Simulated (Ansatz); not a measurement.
# Br2GaHS: rigid torsion scan

A script is to give a rigid torsion scan; the system is Br2GaHS.

Program: Ansatz 0.2.0, driven from Python. Level of theory: PBE/def2-SVP. These are calculated values, not measurements.

## Step 1: Starting point

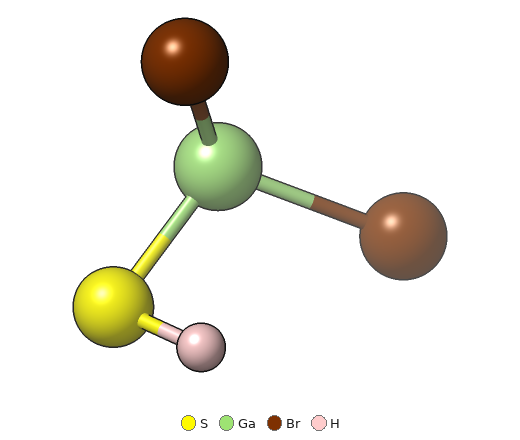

The starting structure, viewed from a chosen angle; sulfur yellow, gallium green, bromine brown, hydrogen pink.

No structure file is read: the coordinates are typed or built in the script.

## Step 2: Script

Contents of run_torsion.py:

```python
"""Rigid torsion scan of Br2GaHS."""

import ansatz as az
from ase import Atoms


def main() -> None:
    atoms = Atoms(["S", "Ga", "Br", "Br", "H"], positions=[
        (0.3273, 1.6213, 0.0471),
        (0.5887, -0.4655, -0.5082),
        (1.5381, -1.1683, 1.1544),
        (-1.5336, -1.3204, -1.456),
        (-0.8705, 1.2592, 0.7213),
    ])

    # start the scan from a relaxed geometry
    first = (
        az.Crystal.molecule_from_ase(atoms).calculation()
        .basis(gaussian="def2-SVP")  # atom-centred Gaussian functions
        .functional("PBE")
        .relax(force_tolerance=0.02, max_steps=80)  # relax until the tolerances are met
    )
    atoms.positions = first.run(threads=1).report["positions_ang"]

    start = atoms.get_dihedral(2, 1, 0, 4)
    energies = {}
    for turn in range(0, 360, 40):
        turned = atoms.copy()
        turned.set_dihedral(2, 1, 0, 4, start + turn, indices=[0, 4])
        base = az.Crystal.molecule_from_ase(turned).calculation().basis(gaussian="def2-SVP").functional("PBE")
        energies[round((start + turn) % 360)] = base.run(threads=1).report["free_energy_ev"]
    floor = min(energies.values())
    print("dihedral Br2-Ga1-S0-H4 (deg)   E - E(min) (kJ/mol)")
    for angle, e in sorted(energies.items()):
        print(f"{angle:8d} {96.485332 * (e - floor):14.3f}  " + "#" * int(30 * (e - floor) / max(max(energies.values()) - floor, 1e-9)))


if __name__ == "__main__":
    main()
```

## Step 3: What the engine is handed

The package turns the script's settings into the engine's input (first run):

```yaml
crystal:
  periodic: [false, false, false]
  atoms:
    - { symbol: S, position_ang: [0.3273, 1.6213, 0.0471] }
    - { symbol: Ga, position_ang: [0.5887, -0.4655, -0.5082] }
    - { symbol: Br, position_ang: [1.5381, -1.1683, 1.1544] }
    - { symbol: Br, position_ang: [-1.5336, -1.3204, -1.456] }
    - { symbol: H, position_ang: [-0.8705, 1.2592, 0.7213] }
basis:
  gaussian:
    orbitals: def2-SVP
hamiltonian:
  xc: pbe
relax:
  f_tol: 0.02
  max_steps: 80
```

## Step 4: Launch

Started as:

```console
python run_torsion.py
```

The program printed:

```text
dihedral Br2-Ga1-S0-H4 (deg)   E - E(min) (kJ/mol)
      20          2.800  ###
      60         17.275  ######################
     100         22.631  ##############################
     140          9.472  ############
     180          0.000
     220          9.241  ############
     260         22.531  #############################
     300         17.457  #######################
     340          2.934  ###
```

Wall time 31 s (1 thread of AMD EPYC 9R45 (Zen 5), shared host); peak memory 0.26 GiB.

A comment line of the script is reworded here; the code is as run.

## Step 5: How the relaxation of run 0 went

Step by step:

```
step  energy from step 1 (eV)  largest force component (eV/Å)
   1                   0.0000                          4.5083
   2                  -1.1369                          0.8855
   3                  -1.4620                          0.5626
   4                  -1.6115                          0.3892
   5                  -1.6837                          0.2619
   6                  -1.7414                          0.2933
   7                  -1.8134                          0.2047
   8                  -1.8664                          0.1432
   9                  -1.8692                          0.5710
  10                  -1.8766                          0.3406
  11                  -1.8796                          0.0134
```

Step 1 is the start.

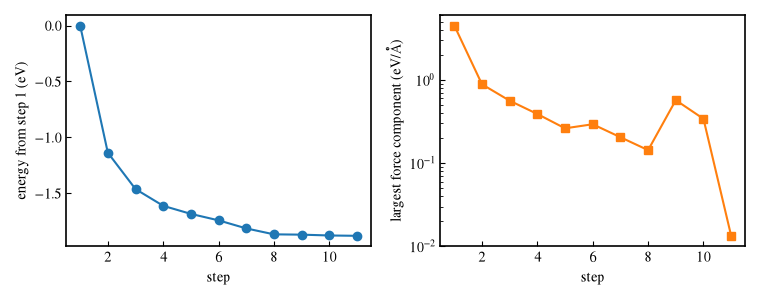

Energy and largest force along the relaxation.

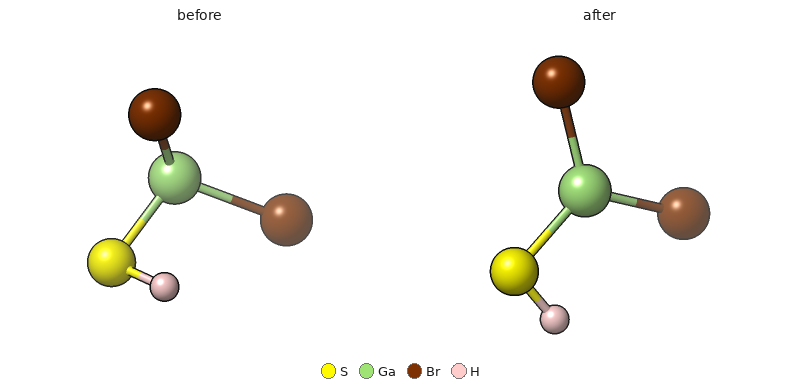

The structure before (left) and after (right) the relaxation, drawn at the same scale.

Before: Bond lengths: S1–Ga2 2.175 Å, Ga2–Br3 2.039 Å, Ga2–Br4 2.477 Å, S1–H5 1.421 Å. Angles: S1–Ga2–Br3 100.3°, S1–Ga2–Br4 109.0°, Br3–Ga2–Br4 126.3°, Ga2–S1–H5 88.7°.

After: Bond lengths: S1–Ga2 2.206 Å, Ga2–Br3 2.293 Å, Ga2–Br4 2.299 Å, S1–H5 1.365 Å. Angles: S1–Ga2–Br3 119.2°, S1–Ga2–Br4 121.1°, Br3–Ga2–Br4 119.7°, Ga2–S1–H5 92.2°.

Run 0 is this relaxation; the runs after it count from 1.

## Step 6: The engine's runs

One row for each of the 9 runs:

| run | turn (°) | energy from run 1 (eV) | SCF cycles | CPU time (s) |
| --- | --- | --- | --- | --- |
| 1 | 0 | 0.0000 | 16 | 1.2 |
| 2 | 40 | 0.0958 | 17 | 1.3 |
| 3 | 80 | 0.2335 | 16 | 1.2 |
| 4 | 120 | 0.1809 | 16 | 1.2 |
| 5 | 160 | 0.0304 | 16 | 1.2 |
| 6 | 200 | 0.0290 | 16 | 1.2 |
| 7 | 240 | 0.1790 | 16 | 1.2 |
| 8 | 280 | 0.2346 | 16 | 1.2 |
| 9 | 320 | 0.0982 | 17 | 1.3 |

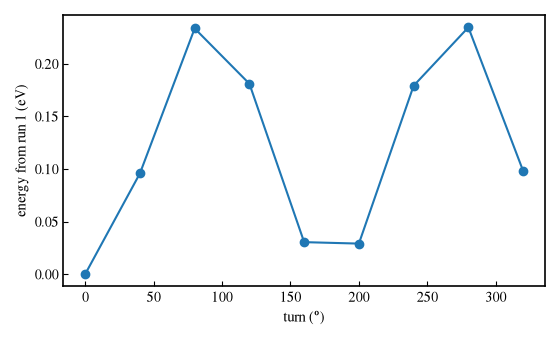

Energy against turn; lines join the points.

## Step 7: What came out

| quantity | value |
| --- | --- |
| runs compared | 9 |
| range of energy | 0.235 eV |
| lowest point, turn (°) | 0 |

**Reading.** The lowest point lies at a turn of 0°, the highest 0.235 eV (22.6 kJ/mol) above it at 280°. The grid can miss the true lowest and highest points, and the rest of the molecule is held rigid. Run 0: After 10 moves the largest shift is 1.026 Å, of atom 5 (H). So large a move can change the bonding: the results belong to the relaxed structure. The scan is rigid and the energies are electronic, in a modest basis. With rigid groups the curve can differ much from the relaxed path, the start wasn't checked as a minimum of this torsion, and equivalent turns needn't return to the same energy.
